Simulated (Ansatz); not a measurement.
Molecular dynamics, with input and output: Si4H9F (part 2 of 2)

The same run, continued: Si4H9F; RKS B3LYP-D4/STO-3G (Ansatz 0.2.0). The run did not end well. One setting was made poor on purpose. It belongs to a series of runs on one base structure; here: an input spoilt on purpose.

Geometry of the input (Å):
```
Si 0.0239  -0.1010  0.0756
F  -0.0042  -0.3418  1.7054
Si 2.1351  0.0542  -0.7743
H  2.8347  -1.2490  -0.7427
H  2.0274  0.4023  -2.1613
H  2.9874  1.0616  -0.1463
Si -0.9939  1.8721  -0.5278
H  -2.3553  1.8893  -0.0901
H  -0.3506  3.0024  0.1226
H  -0.8909  2.0765  -1.9700
Si -1.0619  -1.8377  -0.9067
H  -1.9121  -2.4648  0.1028
H  -1.8775  -1.4708  -2.0113
H  0.1739  -0.0010  0.0756
```

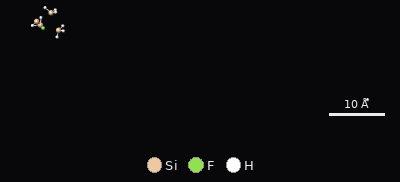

Fig. 1: The geometry at step 12 of the log (ball-and-stick view, seen at a tilt).

### Trajectory as extended XYZ, continued
```
14
Properties=species:S:1:pos:R:3:forces:R:3 step=4 time_fs=2.0 energy=-33956.16243 temperature=4047776.9
Si   -0.6214   -0.5171    0.0745    9.2991  20.4636  12.8143
F    -0.0069   -0.3473    1.7025   -1.3199  -0.9065  -2.1493
Si    2.1350    0.0548   -0.7736   -2.1747  -0.0037  -0.5194
H     2.7853   -1.2199   -0.7557    0.3911  -0.3932   0.1384
H     2.0374    0.4370   -2.1861    0.0128  -0.0990   0.3461
H     2.9625    1.0574   -0.1523    0.0925   0.0864   0.3191
Si   -0.9883    1.8639   -0.5278    0.7910  -1.5711   1.1900
H    -2.3327    1.9134   -0.0903   -1.0031   0.3599  -0.1093
H    -0.3546    3.0214    0.1038    0.2103  -0.6380   0.0041
H    -0.8798    2.0553   -1.9277   -0.1310   0.0190  -0.7915
Si   -1.0610   -1.8444   -0.9051   -6.0325 -16.1990 -10.5912
H    -1.9310   -2.4574    0.0874   -0.1070  -1.1125  -0.4688
H    -1.9079   -1.4270   -1.9991   -0.0260  -0.0041  -0.1823
H    18.1093   11.9593    0.1191   -0.0027  -0.0019  -0.0001
14
Properties=species:S:1:pos:R:3:forces:R:3 step=5 time_fs=2.5 energy=-33952.18796 temperature=4045223.6
Si   -0.7811   -0.6181    0.0758   10.0924  29.6520  21.4166
F    -0.0079   -0.3489    1.7015   -2.0370  -1.2981  -3.2352
Si    2.1346    0.0549   -0.7735   -1.9056   0.5665  -0.7898
H     2.7744   -1.2131   -0.7583    0.5026  -0.7006   0.1636
H     2.0400    0.4454   -2.1912   -0.0041  -0.1619   0.4742
H     2.9562    1.0565   -0.1523    0.2399   0.1465   0.3515
Si   -0.9867    1.8616   -0.5276    0.7677  -2.0923   1.4765
H    -2.3326    1.9213   -0.0910   -0.9868   0.4240  -0.1444
H    -0.3546    3.0226    0.0990    0.2252  -0.6419   0.0246
H    -0.8778    2.0498   -1.9201   -0.1414   0.0824  -1.0292
Si   -1.0617   -1.8484   -0.9061   -6.5625 -24.2216 -18.1172
H    -1.9362   -2.4600    0.0810   -0.2135  -1.5641  -0.4941
H    -1.9164   -1.4154   -1.9979    0.0248  -0.1897  -0.0970
H    22.5931   14.9493    0.1300   -0.0018  -0.0013  -0.0001
14
Properties=species:S:1:pos:R:3:forces:R:3 step=6 time_fs=3.0 energy=-33947.56989 temperature=4042280.4
Si   -0.9399   -0.7166    0.0790    9.1496  39.1047  31.1838
F    -0.0091   -0.3506    1.7000   -2.7691  -1.6762  -3.8441
Si    2.1339    0.0550   -0.7735   -1.7909   1.0615  -0.9529
H     2.7647   -1.2080   -0.7605    0.6032  -0.9484   0.1754
H     2.0426    0.4535   -2.1951   -0.0010  -0.2190   0.5704
H     2.9504    1.0559   -0.1515    0.3639   0.1804   0.3681
Si   -0.9851    1.8592   -0.5273    0.5766  -2.4931   1.7356
H    -2.3349    1.9302   -0.0921   -0.9185   0.5098  -0.2071
H    -0.3540    3.0224    0.0942    0.2356  -0.6132   0.0482
H    -0.8762    2.0445   -1.9150   -0.1561   0.1325  -1.2015
Si   -1.0630   -1.8545   -0.9086   -4.9044 -32.6011 -27.2846
H    -1.9419   -2.4665    0.0734   -0.4036  -2.0170  -0.4982
H    -1.9249   -1.4043   -1.9970    0.0160  -0.4199  -0.0930
H    27.0769   17.9393    0.1409   -0.0013  -0.0009   0.0000
14
Properties=species:S:1:pos:R:3:forces:R:3 step=7 time_fs=3.5 energy=-33943.02193 temperature=4039399.5
Si   -1.0980   -0.8117    0.0848    5.4793  46.2681  40.3789
F    -0.0107   -0.3526    1.6981   -3.3451  -1.9609  -3.9624
Si    2.1331    0.0552   -0.7735   -1.8565   1.4386  -1.0383
H     2.7565   -1.2051   -0.7623    0.6753  -1.1128   0.1797
H     2.0452    0.4610   -2.1977    0.0198  -0.2677   0.6370
H     2.9456    1.0557   -0.1498    0.4502   0.1868   0.3732
Si   -0.9834    1.8565   -0.5268    0.3184  -2.6515   1.9257
H    -2.3394    1.9403   -0.0937   -0.7985   0.5913  -0.2836
H    -0.3528    3.0207    0.0895    0.2419  -0.5449   0.0725
H    -0.8749    2.0396   -1.9127   -0.1731   0.1596  -1.2944
Si   -1.0647   -1.8633   -0.9134   -0.3205 -39.0923 -36.3699
H    -1.9486   -2.4777    0.0647   -0.6483  -2.3528  -0.4435
H    -1.9333   -1.3942   -1.9963   -0.0420  -0.6610  -0.1749
H    31.5606   20.9293    0.1518   -0.0009  -0.0006   0.0000
14
Properties=species:S:1:pos:R:3:forces:R:3 step=8 time_fs=4.0 energy=-33939.55157 temperature=4037206.6
Si   -1.2556   -0.9028    0.0941   -0.7588  48.7894  46.6670
F    -0.0127   -0.3548    1.6956   -3.6373  -2.1165  -3.6950
Si    2.1322    0.0555   -0.7736   -2.0305   1.7205  -1.0689
H     2.7499   -1.2049   -0.7636    0.6967  -1.1841   0.1845
H     2.0478    0.4679   -2.1987    0.0509  -0.3057   0.6712
H     2.9417    1.0559   -0.1473    0.4983   0.1676   0.3673
Si   -0.9817    1.8536   -0.5261    0.1188  -2.5597   2.0352
H    -2.3458    1.9518   -0.0959   -0.6126   0.6200  -0.3583
H    -0.3511    3.0177    0.0850    0.2334  -0.4529   0.0825
H    -0.8741    2.0350   -1.9136   -0.1890   0.1536  -1.2904
Si   -1.0664   -1.8755   -0.9213    6.6884 -41.5229 -43.0654
H    -1.9568   -2.4946    0.0549   -0.9302  -2.4343  -0.2225
H    -1.9418   -1.3857   -1.9960   -0.1275  -0.8745  -0.3072
H    36.0444   23.9192    0.1627   -0.0007  -0.0005   0.0000
14
Properties=species:S:1:pos:R:3:forces:R:3 step=9 time_fs=4.5 energy=-33938.00442 temperature=4036224.0
Si   -1.4132   -0.9898    0.1074   -8.0409  45.4199  48.2949
F    -0.0151   -0.3572    1.6927   -3.5166  -2.0650  -3.1881
Si    2.1311    0.0560   -0.7738   -2.2664   1.9867  -1.0659
H     2.7449   -1.2076   -0.7646    0.6237  -1.1649   0.2098
H     2.0506    0.4740   -2.1981    0.0770  -0.3323   0.6750
H     2.9391    1.0566   -0.1438    0.4998   0.1258   0.3571
Si   -0.9800    1.8505   -0.5253    0.2639  -2.0787   1.9525
H    -2.3536    1.9648   -0.0990   -0.3562   0.4695  -0.3829
H    -0.3488    3.0136    0.0807    0.2015  -0.3312   0.0669
H    -0.8737    2.0307   -1.9175   -0.2028   0.1182  -1.1898
Si   -1.0675   -1.8913   -0.9330   14.2118 -38.7434 -45.4673
H    -1.9673   -2.5173    0.0445   -1.3037  -2.2903   0.1872
H    -1.9507   -1.3793   -1.9965   -0.1907  -1.1138  -0.4495
H    40.5281   26.9092    0.1735   -0.0005  -0.0004   0.0000
14
Properties=species:S:1:pos:R:3:forces:R:3 step=10 time_fs=5.0 energy=-33938.60674 temperature=4036578.4
Si   -1.5716   -1.0729    0.1248  -13.4813  37.5255  44.8116
F    -0.0180   -0.3600    1.6894   -3.1262  -1.7251  -2.7162
Si    2.1297    0.0567   -0.7741   -2.4719   2.1718  -0.9960
H     2.7414   -1.2130   -0.7650    0.4742  -1.0540   0.2494
H     2.0536    0.4794   -2.1959    0.0815  -0.3441   0.6509
H     2.9377    1.0576   -0.1395    0.4528   0.0674   0.3453
Si   -0.9783    1.8472   -0.5243    0.7980  -1.3909   1.5912
H    -2.3624    1.9790   -0.1030   -0.0776   0.1198  -0.3305
H    -0.3461    3.0087    0.0766    0.1751  -0.1838   0.0482
H    -0.8738    2.0268   -1.9243   -0.2159   0.0815  -1.0070
Si   -1.0674   -1.9104   -0.9485   19.2928 -31.3605 -42.3410
H    -1.9809   -2.5455    0.0346   -1.6951  -2.5549   0.3165
H    -1.9600   -1.3755   -1.9980   -0.2059  -1.3525  -0.6223
H    45.0118   29.8992    0.1844   -0.0004  -0.0003   0.0000
14
Properties=species:S:1:pos:R:3:forces:R:3 step=11 time_fs=5.5 energy=-33940.74317 temperature=4037907.2
Si   -1.7311   -1.1527    0.1461  -15.3387  28.4711  37.2405
F    -0.0213   -0.3629    1.6857   -2.6341  -1.2388  -2.4128
Si    2.1282    0.0575   -0.7745   -2.5898   2.0848  -0.8283
H     2.7391   -1.2209   -0.7648    0.3208  -0.8516   0.2765
H     2.0567    0.4839   -2.1922    0.0590  -0.3353   0.5991
H     2.9373    1.0587   -0.1343    0.3612  -0.0001   0.3332
Si   -0.9765    1.8437   -0.5232    1.2876  -0.9231   1.1695
H    -2.3712    1.9934   -0.1078    0.1787  -0.2454  -0.2631
H    -0.3429    3.0034    0.0726    0.1736  -0.0434   0.0381
H    -0.8744    2.0231   -1.9335   -0.2212   0.0510  -0.7558
Si   -1.0657   -1.9322   -0.9677   20.5102 -22.1060 -34.7807
H    -1.9985   -2.5798    0.0255   -1.8826  -3.4333   0.0480
H    -1.9697   -1.3750   -2.0010   -0.2243  -1.4296  -0.6643
H    49.4956   32.8891    0.1953   -0.0004  -0.0002   0.0000
14
Properties=species:S:1:pos:R:3:forces:R:3 step=12 time_fs=6.0 energy=-33943.43436 temperature=4039603.2
Si   -1.8919   -1.2301    0.1706  -13.6525  20.5648  27.6638
F    -0.0250   -0.3660    1.6817   -2.1432  -0.8382  -2.0891
Si    2.1264    0.0585   -0.7749   -2.5263   1.7068  -0.5893
H     2.7375   -1.2309   -0.7640    0.2308  -0.5775   0.2591
H     2.0600    0.4876   -2.1870    0.0435  -0.3046   0.5039
H     2.9379    1.0598   -0.1284    0.2759  -0.0739   0.2960
Si   -0.9746    1.8402   -0.5220    1.2282  -0.7379   0.8518
H    -2.3797    2.0072   -0.1133    0.3876  -0.4093  -0.2576
H    -0.3393    2.9979    0.0687    0.2048   0.0535   0.0503
H    -0.8755    2.0194   -1.9445   -0.2119   0.0111  -0.4574
Si   -1.0622   -1.9559   -0.9899   18.2863 -13.5557 -25.3824
H    -2.0207   -2.6223    0.0165   -1.8358  -4.4676  -0.2950
H    -1.9801   -1.3779   -2.0057   -0.2869  -1.3714  -0.5540
H    53.9793   35.8791    0.2062   -0.0003  -0.0002   0.0000
14
Properties=species:S:1:pos:R:3:forces:R:3 step=13 time_fs=6.5 energy=-33945.89363 temperature=4041174.3
Si   -2.0539   -1.3057    0.1975  -10.3969  14.2577  18.4909
F    -0.0289   -0.3692    1.6775   -1.5306  -0.3787  -1.7956
Si    2.1245    0.0597   -0.7754   -2.3349   1.3111  -0.3261
H     2.7365   -1.2423   -0.7625    0.1108  -0.2808   0.2450
H     2.0634    0.4906   -2.1806    0.0115  -0.2587   0.3746
H     2.9390    1.0608   -0.1217    0.1817  -0.1479   0.2530
Si   -0.9726    1.8367   -0.5207    1.0230  -0.6615   0.5962
H    -2.3873    2.0200   -0.1193    0.5795  -0.5192  -0.2545
H    -0.3352    2.9926    0.0649    0.2554   0.1143   0.0761
H    -0.8772    2.0158   -1.9566   -0.1791  -0.0615  -0.1348
Si   -1.0572   -1.9808   -1.0143   14.2261  -7.0510 -16.4870
H    -2.0472   -2.6755    0.0067   -1.5285  -5.0491  -0.6946
H    -1.9911   -1.3840   -2.0116   -0.4177  -1.2746  -0.3432
H    58.4631   38.8691    0.2170   -0.0002  -0.0002   0.0000
14
Properties=species:S:1:pos:R:3:forces:R:3 step=14 time_fs=7.0 energy=-33947.78032 temperature=4042388.4
Si   -2.2167   -1.3801    0.2259   -6.8772   9.4380  11.1045
F    -0.0330   -0.3725    1.6730   -0.9221   0.0718  -1.5791
Si    2.1223    0.0610   -0.7759   -2.0869   0.9361  -0.0635
H     2.7358   -1.2543   -0.7605   -0.0266   0.0184   0.2358
H     2.0668    0.4930   -2.1734   -0.0251  -0.2027   0.2156
H     2.9407    1.0614   -0.1145    0.0796  -0.2218   0.2084
Si   -0.9705    1.8331   -0.5193    0.8276  -0.6591   0.3643
H    -2.3934    2.0316   -0.1260    0.7369  -0.6064  -0.2415
H    -0.3305    2.9876    0.0613    0.2999   0.1580   0.0995
H    -0.8792    2.0121   -1.9690   -0.1412  -0.1331   0.1853
Si   -1.0509   -2.0063   -1.0401    9.8099  -2.7366  -9.3345
H    -2.0774   -2.7408   -0.0047   -1.1045  -4.8679  -1.0522
H    -2.0031   -1.3933   -2.0183   -0.5700  -1.1945  -0.1427
H    62.9468   41.8591    0.2279   -0.0002  -0.0001   0.0000
14
Properties=species:S:1:pos:R:3:forces:R:3 step=15 time_fs=7.5 energy=-33949.00633 temperature=4043181.8
Si   -2.3802   -1.4537    0.2553   -3.6001   5.7789   5.8033
F    -0.0372   -0.3758    1.6684   -0.4867   0.3730  -1.4059
Si    2.1200    0.0623   -0.7765   -1.8374   0.6212   0.1840
H     2.7350   -1.2663   -0.7579   -0.1629   0.3014   0.2262
H     2.0702    0.4949   -2.1656   -0.0478  -0.1424   0.0315
H     2.9425    1.0615   -0.1067   -0.0161  -0.2960   0.1579
Si   -0.9683    1.8294   -0.5179    0.6626  -0.6965   0.1064
H    -2.3978    2.0418   -0.1332    0.8529  -0.6621  -0.2224
H    -0.3251    2.9829    0.0579    0.3281   0.1841   0.1170
H    -0.8816    2.0080   -1.9810   -0.1114  -0.1836   0.4808
Si   -1.0437   -2.0320   -1.0666    5.8678  -0.1736  -4.2428
H    -2.1102   -2.8177   -0.0186   -0.7983  -3.9653  -1.2057
H    -2.0164   -1.4054   -2.0254   -0.6505  -1.1392  -0.0304
H    67.4305   44.8490    0.2388   -0.0002  -0.0001   0.0000
14
Properties=species:S:1:pos:R:3:forces:R:3 step=16 time_fs=8.0 energy=-33949.60198 temperature=4043572.1
Si   -2.5440   -1.5268    0.2853   -0.8174   3.0256   2.2698
F    -0.0415   -0.3790    1.6635   -0.2301   0.5280  -1.2826
Si    2.1174    0.0638   -0.7770   -1.6185   0.3696   0.4356
H     2.7338   -1.2776   -0.7548   -0.2856   0.5542   0.2119
H     2.0735    0.4964   -2.1577   -0.0550  -0.0812  -0.1656
H     2.9442    1.0608   -0.0986   -0.0971  -0.3664   0.1007
Si   -0.9661    1.8257   -0.5165    0.5406  -0.7420  -0.1596
H    -2.4002    2.0504   -0.1410    0.9270  -0.6895  -0.1973
H    -0.3189    2.9787    0.0548    0.3383   0.1913   0.1267
H    -0.8843    2.0035   -1.9918   -0.0885  -0.2151   0.7368
Si   -1.0361   -2.0577   -1.0936    2.7168   1.1916  -0.9533
H    -2.1450   -2.9042   -0.0354   -0.7193  -2.6691  -1.1258
H    -2.0314   -1.4202   -2.0326   -0.6110  -1.0968   0.0026
H    71.9143   47.8390    0.2497   -0.0002  -0.0001   0.0000
14
Properties=species:S:1:pos:R:3:forces:R:3 step=17 time_fs=8.5 energy=-33949.66687 temperature=4043621.7
Si   -2.7078   -1.5996    0.3154    1.3145   1.0262   0.0576
F    -0.0458   -0.3821    1.6585   -0.0940   0.5995  -1.2107
Si    2.1148    0.0652   -0.7775   -1.4459   0.1787   0.6897
H     2.7319   -1.2875   -0.7511   -0.3882   0.7669   0.1923
H     2.0766    0.4978   -2.1502   -0.0486  -0.0227  -0.3615
H     2.9458    1.0593   -0.0902   -0.1611  -0.4285   0.0399
Si   -0.9638    1.8219   -0.5152    0.4948  -0.7770  -0.3950
H    -2.4003    2.0573   -0.1492    0.9578  -0.7000  -0.1636
H    -0.3119    2.9750    0.0520    0.3286   0.1825   0.1246
H    -0.8872    1.9985   -2.0009   -0.0694  -0.2327   0.9440
Si   -1.0282   -2.0833   -1.1206    0.3976   1.7923   0.9818
H    -2.1814   -2.9970   -0.0548   -0.8209  -1.3331  -0.8990
H    -2.0478   -1.4376   -2.0398   -0.4649  -1.0518  -0.0001
H    76.3980   50.8290    0.2606   -0.0001  -0.0001   0.0000
14
Properties=species:S:1:pos:R:3:forces:R:3 step=18 time_fs=9.0 energy=-33949.33815 temperature=4043418.3
Si   -2.8716   -1.6724    0.3455    2.7411  -0.3440  -1.1860
F    -0.0501   -0.3852    1.6534   -0.0804   0.5771  -1.1612
Si    2.1120    0.0667   -0.7779   -1.3663   0.0914   0.9188
H     2.7291   -1.2956   -0.7470   -0.4700   0.9310   0.1683
H     2.0796    0.4991   -2.1436   -0.0169   0.0253  -0.5437
H     2.9469    1.0568   -0.0817   -0.2012  -0.4826  -0.0244
Si   -0.9615    1.8180   -0.5138    0.6178  -0.7854  -0.6070
H    -2.3981    2.0625   -0.1578    0.9399  -0.7078  -0.1183
H    -0.3041    2.9716    0.0495    0.2865   0.1707   0.1013
H    -0.8903    1.9929   -2.0077   -0.0631  -0.2228   1.0953
Si   -1.0203   -2.1088   -1.1476   -1.1686   1.8661   1.9801
H    -2.2199   -3.0930   -0.0765   -0.9654  -0.1370  -0.6472
H    -2.0652   -1.4576   -2.0470   -0.2533  -0.9820   0.0242
H    80.8818   53.8189    0.2714   -0.0001  -0.0001   0.0000
14
Properties=species:S:1:pos:R:3:forces:R:3 step=19 time_fs=9.5 energy=-33948.76668 temperature=4043056.1
Si   -3.0351   -1.7451    0.3755    3.4696  -1.1562  -1.7534
F    -0.0545   -0.3882    1.6481   -0.1022   0.5096  -1.1326
Si    2.1091    0.0681   -0.7782   -1.3540   0.0470   1.1272
H     2.7251   -1.3015   -0.7425   -0.5244   1.0452   0.1404
H     2.0825    0.5004   -2.1383    0.0224   0.0629  -0.6944
H     2.9476    1.0531   -0.0733   -0.2247  -0.5213  -0.0837
Si   -0.9591    1.8141   -0.5125    0.8084  -0.7929  -0.7804
H    -2.3937    2.0661   -0.1668    0.8743  -0.7024  -0.0644
H    -0.2956    2.9687    0.0472    0.2277   0.1468   0.0664
H    -0.8935    1.9868   -2.0119   -0.0591  -0.1962   1.1883
Si   -1.0126   -2.1341   -1.1743   -2.0618   1.6488   2.3153
H    -2.2606   -3.1893   -0.0997   -1.0546   0.7939  -0.4166
H    -2.0834   -1.4799   -2.0541   -0.0215  -0.8849   0.0880
H    85.3655   56.8089    0.2823   -0.0001  -0.0001   0.0000
14
Properties=species:S:1:pos:R:3:forces:R:3 step=20 time_fs=10.0 energy=-33948.08111 temperature=4042618.5
Si   -3.1983   -1.8180    0.4053    3.7698  -1.6267  -1.9748
F    -0.0588   -0.3911    1.6426   -0.1106   0.4616  -1.1283
Si    2.1061    0.0696   -0.7785   -1.3775   0.0105   1.2979
H     2.7199   -1.3049   -0.7376   -0.5497   1.1086   0.1103
H     2.0856    0.5020   -2.1346    0.0581   0.0891  -0.7994
H     2.9477    1.0481   -0.0651   -0.2373  -0.5391  -0.1307
Si   -0.9567    1.8101   -0.5113    1.0059  -0.8107  -0.8816
H    -2.3872    2.0679   -0.1758    0.7664  -0.6811  -0.0035
H    -0.2866    2.9662    0.0451    0.1648   0.1049   0.0281
H    -0.8968    1.9802   -2.0132   -0.0478  -0.1697   1.2239
Si   -1.0049   -2.1593   -1.2009   -2.5256   1.3629   2.2966
H    -2.3039   -3.2837   -0.1239   -1.1197   1.4721  -0.1960
H    -2.1015   -1.5043   -2.0610    0.2033  -0.7824   0.1572
H    89.8492   59.7989    0.2932   -0.0001  -0.0001   0.0000
```

### Outcome

| quantity | value |
| --- | --- |
| outcome | stopped at the time limit |
| mean temperature over the second half | 4041556 K |
| trajectory | 20 steps, 10 fs |
| ensemble | nve |
| temperature in the input | 200.0 K |
| time step | 0.5 fs |
| wall time | 90 s |
| peak memory | 0.14 GiB |

The run was cut off by its time limit, so the output is incomplete. A deliberately poor setting: bad input.
